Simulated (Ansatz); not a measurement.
FH5HfN2···HCl

Input

```
crystal:
  periodic: [false, false, false]
  atoms:
    - { symbol: Hf, position_ang: [0.0, 0.0, 0.0] }
    - { symbol: Cl, position_ang: [0.0, 0.0, 2.87] }
    - { symbol: F, position_ang: [1.8671, 0.0, -0.6593] }
    - { symbol: "N", position_ang: [-1.0409, 1.8034, -0.7359] }
    - { symbol: H, position_ang: [-2.061, 1.7482, -1.0186] }
    - { symbol: H, position_ang: [-0.5204, 2.7241, -0.8065] }
    - { symbol: "N", position_ang: [-1.0409, -1.8034, -0.7359] }
    - { symbol: H, position_ang: [-1.5759, -2.4197, -0.0595] }
    - { symbol: H, position_ang: [-1.0055, -2.0526, -1.7656] }
    - { symbol: H, position_ang: [-2.0403, 0.0, 0.6779] }
    - { symbol: H, position_ang: [-1.6936, 0.0, 1.7104] }
basis:
  gaussian: { orbitals: def2-SVP }
hamiltonian:
  xc: pbe0
  dispersion: d4
relax:
  f_tol: 0.15
  max_steps: 25
  restrain:
    - { distance: [0, 9], at: 1.85, k: 30.0 }
    - { distance: [10, 1], at: 1.37, k: 30.0 }
    - { distance: [0, 1], at: 3.72, k: 30.0 }
    - { distance: [10, 9], at: 1.86, k: 30.0 }
output:
  orbitals: {}
```

Run with:

```sh
ansatz run input.yaml --threads 4 --pin off --max-ram 5120MiB --backend cpu --events-out ev --progress --plain --runs-dir out
```

The fields are those of the run's last geometry, not of the input's.

Core potentials replace the inner electrons of Hf; not at a stationary point (largest force 1.0 eV/Å).

These are results of RKS PBE0-D4/def2-SVP (Ansatz), not measurements.

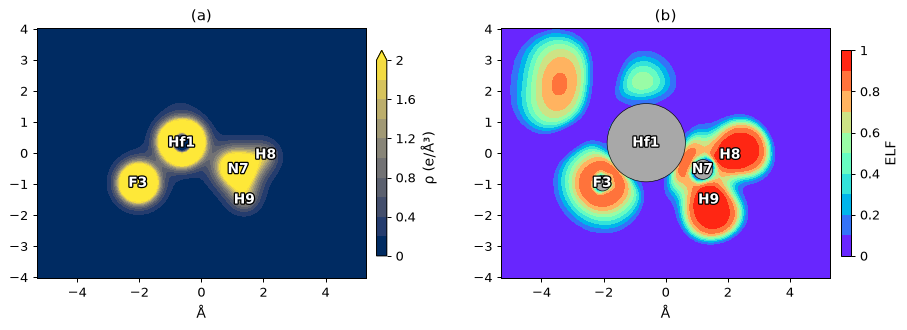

Figure 1. (a) electron density; (b) electron localisation function on the plane of atoms F3, Hf1 and N7. Grey discs cover the atomic cores in the ELF map.

Q: Read the bonding off the picture.

A: The section cuts through Hf, F, N and H sites.
Hf–F (1.92 Å): ρ is about 0.86 e/Å³ halfway; the ELF peaks at about 0.85 in the valence shell of F, 0.5 Å from its nucleus, and drops to about 0.20 between the two atoms.
Hf–N (2.02 Å): ρ is about 0.83 e/Å³ halfway; the ELF peaks at about 0.90 in the valence shell of N, 0.6 Å from its nucleus, and is about 0.25 at the midpoint.
N–H (1.02 Å): the density is about 2.7 e/Å³ at the midpoint; the ELF climbs to about 1 towards the hydrogen, as it does in any bond to H: an ordinary covalent bond to hydrogen.
The ELF also peaks beside Cl2, away from the bonds: lone-pair regions.

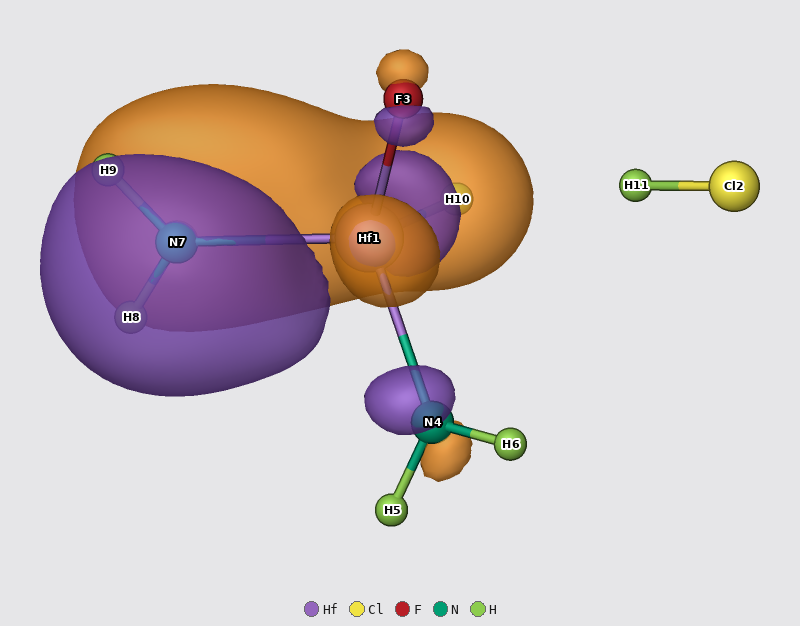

Figure 2. The HOMO−1 at ±0.08 Å⁻³ᐟ² (orange and purple are the two phases), seen at a tilt.

Q: What is the character of this orbital?

A: Its weight (Hirshfeld) is mainly on N7 (about 65 %) and Hf1 (about 20 %). Its energy is −7.90 eV.

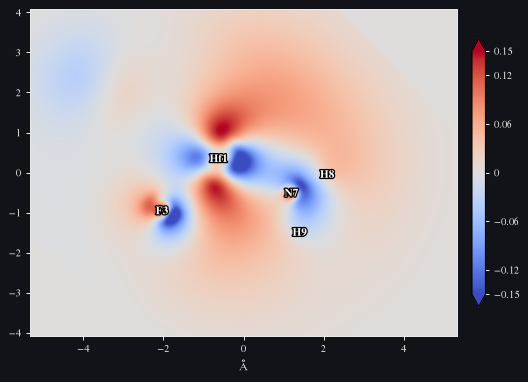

Figure 3. The LUMO on the plane of atoms F3, Hf1 and N7 (values in Å⁻³ᐟ²; the overall sign is arbitrary).

Q: What is the character of this orbital?

A: Its weight (Hirshfeld) is mainly on Hf1 (about 65 %) and F3 (about 5 %). Its energy is −0.37 eV.
